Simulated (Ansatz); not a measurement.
# ClH4InSi: rotation by 120° about the Si1–In2 bond, part 1 of 2

Aim: the minimum-energy path and barrier of the rotation by 120° about the Si1–In2 bond. The ends are relaxed first, then joined by a nudged elastic band. SMILES of the start: [SiH3][InH][Cl].

Program: Ansatz 0.2.0. Level of theory: RKS B3LYP-D4/def2-SVPD. These are calculated values, not measurements.

### Step 1. The starting structure

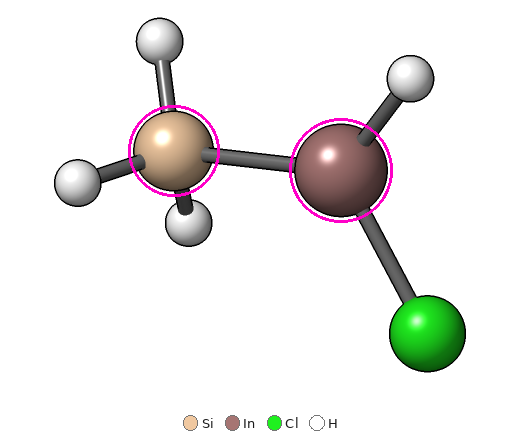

The starting structure, seen from a free direction (silicon light orange, indium brown, chlorine green, hydrogen white). Ringed: Si1, In2.

As a file:

```xyz
7

Si   -0.9960    0.6105   -0.4235
In    1.2201   -0.5117    0.3439
Cl    1.1299   -2.3571    1.7541
H    -2.0060   -0.4569   -0.5126
H    -0.8595    1.2658   -1.7311
H    -1.4244    1.6073    0.5720
H     2.9360   -0.1579   -0.0028
```

### Step 2. End point A

Input file input.yaml:

```yaml
crystal:
  periodic: [false, false, false]
  atoms:
    - { symbol: Si, position_ang: [-0.99602, 0.6105, -0.42347] }
    - { symbol: In, position_ang: [1.22008, -0.51173, 0.34387] }
    - { symbol: Cl, position_ang: [1.12986, -2.35711, 1.7541] }
    - { symbol: H, position_ang: [-2.00602, -0.45692, -0.51257] }
    - { symbol: H, position_ang: [-0.85946, 1.26578, -1.73107] }
    - { symbol: H, position_ang: [-1.42444, 1.60734, 0.57196] }
    - { symbol: H, position_ang: [2.93601, -0.15786, -0.00282] }
basis:
  gaussian: { orbitals: def2-SVPD }
hamiltonian:
  xc: b3lyp
  dispersion: d4
relax:
  f_tol: 0.015
  max_steps: 40
```

Started as:

```console
$ ansatz run input.yaml --threads 2 --pin off --max-ram 3072MiB --backend cpu --events-out ev --progress --plain --runs-dir out
```

The log of the run (excerpt; [...] marks lines left out):

```text
Warning: RAYON_NUM_THREADS=2 ignored (pool sized by the plan → 2); use --threads N
[...]
Functional definition: B3LYP
[...]
1284 factors; integrals over basis functions are off by at most 3.8e-4 eV
[...]
mean field -25636.92816017 eV, -942.1397325521 hartree, gradient 1.7e-5 eV, S^2 0.000000; 0 other end points of the search recorded, 0 dependent functions left out
[...]
reference -25636.92845029 eV, -942.1397432140 hartree; 28, 28 occupied and 87, 87 virtual orbitals, 1284 factors
relax step   1: F+E_penalty+E_count = -25637.16091793 eV  Δ(F+E_penalty+E_count) = +0.000e0 eV  max|allowed force component| = 1.094e0 eV/Å  Δτ_max = 0.0000 Å  (24 SCF iters, accepted)
[...]
relax step   6: F+E_penalty+E_count = -25637.25911511 eV  Δ(F+E_penalty+E_count) = -1.763e-3 eV  max|allowed force component| = 6.232e-2 eV/Å  Δτ_max = 0.0765 Å  (28 SCF iters, accepted)
[...]
relax step   7: F+E_penalty+E_count = -25637.25966046 eV  Δ(F+E_penalty+E_count) = -5.453e-4 eV  max|allowed force component| = 1.423e-2 eV/Å  Δτ_max = 0.0121 Å  (29 SCF iters, accepted)
1284 factors; integrals over basis functions are off by at most 4.0e-4 eV
[...]
mean field -25637.02370618 eV, -942.1432438032 hartree, gradient 1.0e-5 eV, S^2 0.000000; 1 other end points of the search recorded, 0 dependent functions left out
[...]
reference -25637.02399616 eV, -942.1432544597 hartree; 28, 28 occupied and 87, 87 virtual orbitals, 1284 factors
Total energy: -25637.25995044 eV, -942.1519256198 hartree
Atom 0 at    -0.984232     0.576453    -0.416156 Å, force     0.011896     0.001763     0.002300 eV/Å
Atom 1 at     1.302664    -0.428521     0.267954 Å, force     0.003979    -0.001171    -0.001718 eV/Å
Atom 2 at     0.971626    -2.316134     1.743780 Å, force    -0.000820     0.004913    -0.000556 eV/Å
Atom 3 at    -1.997195    -0.511010    -0.487720 Å, force     0.001053    -0.000625    -0.001292 eV/Å
Atom 4 at    -0.889966     1.264846    -1.735343 Å, force    -0.002165     0.000227     0.003812 eV/Å
Atom 5 at    -1.391062     1.570969     0.618126 Å, force     0.000286    -0.004374    -0.002610 eV/Å
Atom 6 at     2.988175    -0.156603     0.009358 Å, force    -0.014229    -0.000733     0.000065 eV/Å
Dipole moment:    -0.048035     0.591915    -0.464651 e Å
```

It took 32 s on 2 threads of Intel Xeon Platinum 8259CL at 2.50GHz (Skylake/Cascade Lake), shared host; peak memory 0.3 GiB.

Relaxation path:

| step | energy from step 1 (eV) | largest force component (eV/Å) |
| --- | --- | --- |
| 1 | 0.0000 | 1.0942 |
| 2 | -0.0828 | 0.4193 |
| 3 | -0.0942 | 0.0404 |
| 4 | -0.0953 | 0.0315 |
| 5 | -0.0964 | 0.0741 |
| 6 | -0.0982 | 0.0623 |
| 7 | -0.0987 | 0.0142 |

Step 1 is the start.

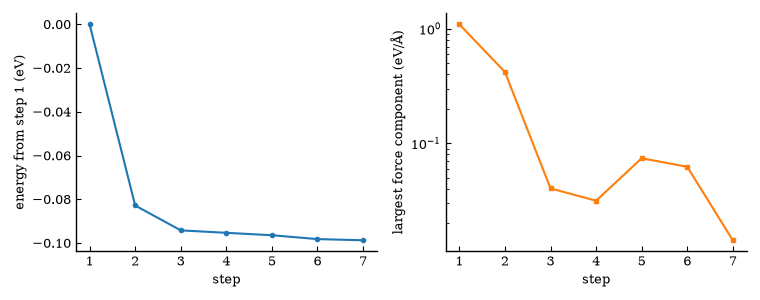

How energy and force went from step to step.

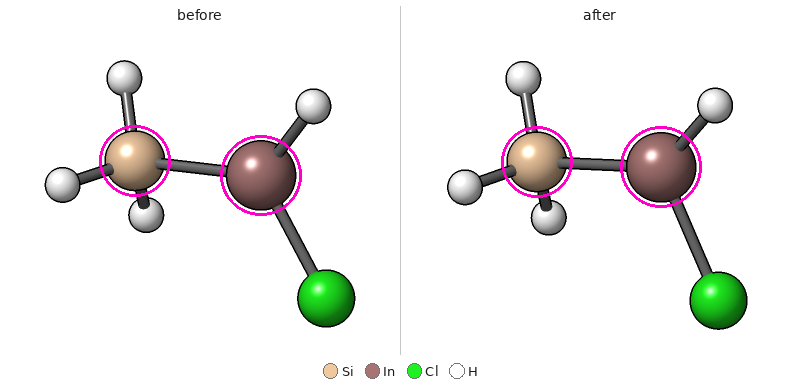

The structure before (left) and after (right), drawn at the same scale.

After: Bond lengths: Si1–In2 2.590 Å, In2–Cl3 2.419 Å, Si1–H4 1.488 Å, Si1–H5 1.491 Å, Si1–H6 1.491 Å, In2–H7 1.727 Å. Angles: Si1–In2–Cl3 110.1°, Si1–In2–H7 139.6°, Cl3–In2–H7 110.4°, In2–Si1–H4 109.3°, In2–Si1–H5 110.9°, In2–Si1–H6 108.4°, H4–Si1–H5 109.8°, H4–Si1–H6 109.6°, H5–Si1–H6 108.8°.

### Step 3. End point B

The second end starts from a geometry with the move made by hand.

Changes to input.yaml since step 2:

```diff
@@ -5,3 +5,3 @@
     - { symbol: In, position_ang: [1.22008, -0.51173, 0.34387] }
-    - { symbol: Cl, position_ang: [1.12986, -2.35711, 1.7541] }
+    - { symbol: Cl, position_ang: [2.77299, 0.73959, 1.5376] }
     - { symbol: H, position_ang: [-2.00602, -0.45692, -0.51257] }
@@ -9,3 +9,3 @@
     - { symbol: H, position_ang: [-1.42444, 1.60734, 0.57196] }
-    - { symbol: H, position_ang: [2.93601, -0.15786, -0.00282] }
+    - { symbol: H, position_ang: [1.86695, -2.16506, 0.14916] }
 basis:
```

Started as:

```console
$ ansatz run input.yaml --threads 2 --pin off --max-ram 3072MiB --backend cpu --events-out ev --progress --plain --runs-dir out
```

The log of the run (excerpt; [...] marks lines left out):

```text
Warning: RAYON_NUM_THREADS=2 ignored (pool sized by the plan → 2); use --threads N
[...]
Functional definition: B3LYP
[...]
1284 factors; integrals over basis functions are off by at most 3.8e-4 eV
[...]
mean field -25636.93055115 eV, -942.1398204189 hartree, gradient 1.8e-5 eV, S^2 0.000000; 0 other end points of the search recorded, 0 dependent functions left out
[...]
reference -25636.93084178 eV, -942.1398310995 hartree; 28, 28 occupied and 87, 87 virtual orbitals, 1284 factors
relax step   1: F+E_penalty+E_count = -25637.16314609 eV  Δ(F+E_penalty+E_count) = +0.000e0 eV  max|allowed force component| = 1.171e0 eV/Å  Δτ_max = 0.0000 Å  (24 SCF iters, accepted)
[...]
relax step   6: F+E_penalty+E_count = -25637.25954694 eV  Δ(F+E_penalty+E_count) = -1.108e-3 eV  max|allowed force component| = 3.294e-2 eV/Å  Δτ_max = 0.0242 Å  (29 SCF iters, accepted)
[...]
mean field -25637.02324913 eV, -942.1432270069 hartree, gradient 1.0e-5 eV, S^2 0.000000; 1 other end points of the search recorded, 0 dependent functions left out
[...]
reference -25637.02353894 eV, -942.1432376573 hartree; 28, 28 occupied and 87, 87 virtual orbitals, 1284 factors
Total energy: -25637.25995339 eV, -942.1519257283 hartree
Atom 0 at    -0.986440     0.576975    -0.391674 Å, force    -0.001652    -0.002632    -0.001166 eV/Å
Atom 1 at     1.190392    -0.642160     0.295491 Å, force    -0.013542    -0.000784    -0.002502 eV/Å
Atom 2 at     2.636332     0.888408     1.483494 Å, force     0.012940     0.000134     0.003252 eV/Å
Atom 3 at    -2.114183    -0.385720    -0.546023 Å, force    -0.001353     0.001359    -0.003501 eV/Å
Atom 4 at    -0.750278     1.256652    -1.697667 Å, force    -0.002922     0.002531    -0.001795 eV/Å
Atom 5 at    -1.329219     1.590712     0.642197 Å, force     0.000731    -0.002594     0.001112 eV/Å
Atom 6 at     1.927477    -2.195367     0.149660 Å, force     0.005798     0.001987     0.004599 eV/Å
Dipole moment:    -0.541971    -0.361320    -0.370921 e Å
```

Wall time 31 s (2 threads of Intel Xeon Platinum 8259CL at 2.50GHz (Skylake/Cascade Lake), shared host); peak memory 0.29 GiB.

Step by step:

| step | energy from step 1 (eV) | largest force component (eV/Å) |
| --- | --- | --- |
| 1 | 0.0000 | 1.1706 |
| 2 | -0.0726 | 0.3399 |
| 3 | -0.0874 | 0.0596 |
| 4 | -0.0915 | 0.0766 |
| 5 | -0.0953 | 0.0851 |
| 6 | -0.0964 | 0.0329 |
| 7 | -0.0965 | 0.0135 |

Step 1 is the start.

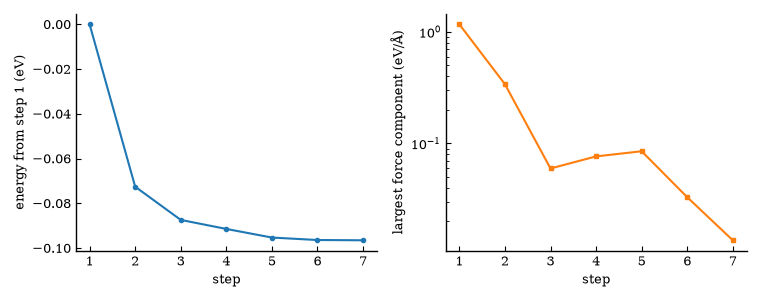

How energy and force went from step to step.

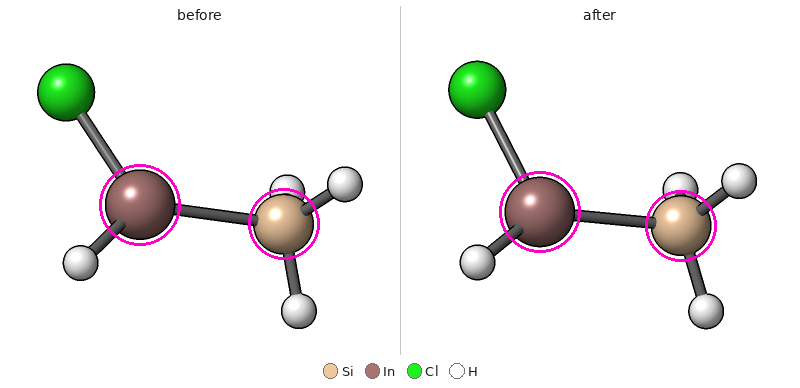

The structure before (left) and after (right), drawn at the same scale.

After: Bond lengths: Si1–In2 2.588 Å, In2–Cl3 2.418 Å, Si1–H4 1.491 Å, Si1–H5 1.491 Å, Si1–H6 1.488 Å, In2–H7 1.725 Å. Angles: Si1–In2–Cl3 109.6°, Si1–In2–H7 139.6°, Cl3–In2–H7 110.9°, In2–Si1–H4 111.1°, In2–Si1–H5 108.3°, In2–Si1–H6 109.3°, H4–Si1–H5 108.9°, H4–Si1–H6 109.7°, H5–Si1–H6 109.5°.

### Step 4. The band

crystal.atoms is end A as relaxed above, and neb.final_atoms is end B, turned to lie on A. With 5 inner images the band has 7 in all.

Input file input.yaml:

```yaml
crystal:
  periodic: [false, false, false]
  atoms:
    - { symbol: Si, position_ang: [-0.984232, 0.576453, -0.416156] }
    - { symbol: In, position_ang: [1.302664, -0.428521, 0.267954] }
    - { symbol: Cl, position_ang: [0.971626, -2.316134, 1.74378] }
    - { symbol: H, position_ang: [-1.997195, -0.51101, -0.48772] }
    - { symbol: H, position_ang: [-0.889966, 1.264846, -1.735343] }
    - { symbol: H, position_ang: [-1.391062, 1.570969, 0.618126] }
    - { symbol: H, position_ang: [2.988175, -0.156603, 0.009358] }
basis:
  gaussian: { orbitals: def2-SVPD }
hamiltonian:
  xc: b3lyp
  dispersion: d4
neb:
  order_check: false
  images: 5
  f_tol: 0.03
  max_iterations: 60
  initial_path: idpp
  final_atoms:
    - { symbol: Si, position_ang: [-1.00913812, 0.50784828, -0.434868] }
    - { symbol: In, position_ang: [1.22461746, -0.65955109, 0.15215685] }
    - { symbol: Cl, position_ang: [1.52074994, -0.68356961, 2.55141937] }
    - { symbol: H, position_ang: [-1.53595707, 0.02947216, -1.74484037] }
    - { symbol: H, position_ang: [-0.7618108, 1.9757322, -0.52145331] }
    - { symbol: H, position_ang: [-2.00374817, 0.23306651, 0.63718388] }
    - { symbol: H, position_ang: [2.56529676, -1.40299845, -0.63959941] }
```

Started as:

```console
$ ansatz run input.yaml --threads 2 --pin off --max-ram 3072MiB --backend cpu --events-out ev --progress --plain --runs-dir out
```

The log of the run (excerpt; [...] marks lines left out):

```text
Warning: RAYON_NUM_THREADS=2 ignored (pool sized by the plan → 2); use --threads N
[...]
Functional definition: B3LYP
[...]
1284 factors; integrals over basis functions are off by at most 4.0e-4 eV
[...]
mean field -25637.02370420 eV, -942.1432437306 hartree, gradient 2.1e-5 eV, S^2 0.000000; 0 other end points of the search recorded, 0 dependent functions left out
[...]
reference -25637.02399411 eV, -942.1432543846 hartree; 28, 28 occupied and 87, 87 virtual orbitals, 1284 factors
1284 factors; integrals over basis functions are off by at most 5.2e-4 eV
[...]
mean field -25637.02327448 eV, -942.1432279385 hartree, gradient 2.1e-5 eV, S^2 0.000000; 0 other end points of the search recorded, 0 dependent functions left out
[...]
reference -25637.02356447 eV, -942.1432385954 hartree; 28, 28 occupied and 87, 87 virtual orbitals, 1284 factors
[...]
NEB iter   4: max|band force component| = 1.449e-2 eV/Å  barrier→ = 0.0025 eV  barrier← = 0.0025 eV  CI = image 4  Δτ_max = 0.0000 Å  (240 SCF iters)
Total energy: -25637.25743132 eV, -942.1518330439 hartree
Atom 0 at    -1.057030     0.351297    -0.484135 Å, force     0.005278     0.010631     0.007202 eV/Å
Atom 1 at     1.294608    -0.462157     0.233429 Å, force     0.002556     0.005705     0.006939 eV/Å
Atom 2 at     1.542052    -0.364681     2.637056 Å, force    -0.001138    -0.003340    -0.008333 eV/Å
Atom 3 at    -1.816071    -0.780302    -1.089648 Å, force     0.001775    -0.007316    -0.001277 eV/Å
Atom 4 at    -0.920864     1.432197    -1.502621 Å, force    -0.003478    -0.000151    -0.003378 eV/Å
Atom 5 at    -1.788483     0.869124     0.702798 Å, force    -0.001016    -0.001931    -0.001943 eV/Å
Atom 6 at     2.745798    -1.045479    -0.496879 Å, force    -0.003977    -0.003598     0.000789 eV/Å
Dipole moment:    -0.217681     0.022113    -0.716894 e Å
this run last wrote the band of iteration 4 to <dir>
```

Wall time 98 s (2 threads of Intel Xeon Platinum 8259CL at 2.50GHz (Skylake/Cascade Lake), shared host); peak memory 0.3 GiB.

(Continued in part 2 of 2.)
